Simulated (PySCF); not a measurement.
**SiH2Cl (chlorosilyl radical) at UPBE0/STO-3G**

What is the energy change on altering one bond length of SiH2Cl (chlorosilyl radical) at UPBE0/STO-3G? 

The calculation is run with PySCF 2.14.0.

9 further runs of the same task are left out: 9 set aside as unsound or not needed.

## Step 1: Starting point

The species is SiH2Cl (4 atoms), meant as a doublet with charge 0. As SMILES, `[SiH2]Cl`. The shape is that of a GFN2-xTB optimisation.

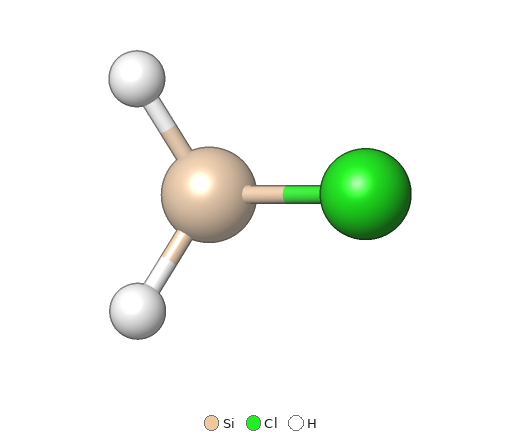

Viewed from a chosen angle; silicon light orange, chlorine green, hydrogen white.

## Step 2: A single-point energy at UPBE0/STO-3G

Input file job.py:

```python
# [SiH2]Cl
from pyscf import gto, dft

mol = gto.Mole()
mol.atom = '''
Si    -0.535889     0.449188     0.248669
Cl     3.019197    -0.112647     1.532738
H     -2.012558    -1.848681     0.497584
H     -0.470750     1.512159    -2.278972
'''
mol.basis = 'sto-3g'
mol.verbose = 3
mol.spin = 1
mol.max_memory = 1860
mol.unit = 'bohr'
mol.build()

mf = dft.UKS(mol, xc='pbe0')
mf.conv_tol = 1e-10
mf.grids.level = 5
mf.kernel()
if not mf.converged:
    mf = mf.newton().run(mf.mo_coeff, mf.mo_occ)

e_tot = mf.e_tot
print('E(%s) = %.9f' % ('PBE0', e_tot))
```

Command:

```sh
$ OMP_NUM_THREADS=1 python job.py
```

What it wrote:

```text
WARN: HOMO -0.114697902160454 >= LUMO -0.114697902160453

converged SCF energy = -742.244309075154  <S^2> = 0.75066626  2S+1 = 2.0006661
E(PBE0) = -742.244309075
```

Run time: 3.3 s. Hardware: 1 thread of Arm Neoverse V2, shared host; peak memory 0.21 GiB.

## Step 3: The distorted shape at the same level

Input file geometry.xyz:

```xyz
4

Si    -0.127288     0.480908     0.105245
Cl     1.753982     0.183598     0.784745
H     -1.065000    -0.978280     0.263310
H     -0.092818     1.043408    -1.232325
```

Input file input.py:

```python
from pyscf import gto, dft

molecule = gto.M(
    atom='geometry.xyz',
    spin=1,
    basis='sto-3g',
    max_memory=1860,
    verbose=3,
)

mf = dft.UKS(molecule, xc='pbe0')
mf.conv_tol = 1e-10
mf.grids.level = 5
mf.kernel()
if not mf.converged:
    mf = mf.newton().run(mf.mo_coeff, mf.mo_occ)

etot = mf.e_tot
print('E(%s) = %.9f' % ('PBE0', etot))
```

Command:

```sh
$ OMP_NUM_THREADS=1 python input.py
```

What it wrote:

```text
WARN: HOMO -0.118167976010472 >= LUMO -0.118167976010473

converged SCF energy = -742.217512093212  <S^2> = 0.75058214  2S+1 = 2.0005821
E(PBE0) = -742.217512093
```

Run time: 3.3 s. Hardware: 1 thread of Arm Neoverse V2, shared host; peak memory 0.21 GiB.

## Step 4: Outcome

Level: UPBE0/STO-3G.

```
                                                          quantity          value
                                         first shape: total energy  -742.24431 Eh
                                        first shape: dipole moment         2.50 D
                   first shape: HOMO energy (highest over α and β)       -3.81 eV
                    first shape: LUMO energy (lowest over α and β)        0.65 eV
                                                 first shape: ⟨S²⟩          0.751
                                     distorted shape: total energy  -742.21751 Eh
                                    distorted shape: dipole moment         2.38 D
               distorted shape: HOMO energy (highest over α and β)       -3.81 eV
                distorted shape: LUMO energy (lowest over α and β)        0.47 eV
                                             distorted shape: ⟨S²⟩          0.751
energy change with the Si1–H3 bond stretched from 1.451 to 1.742 Å       0.729 eV
```

**Reading.** With the Si1–H3 bond stretched from 1.451 to 1.742 Å the energy rises by 0.73 eV (16.8 kcal/mol). The first shape isn't relaxed at this level, so the change isn't measured from a minimum. The minimal basis adds a large error of its own. Mulliken charges (first shape) run from -0.34 on Cl2 to +0.53 on Si1. Mulliken charges (distorted shape) run from -0.34 on Cl2 to +0.52 on Si1.
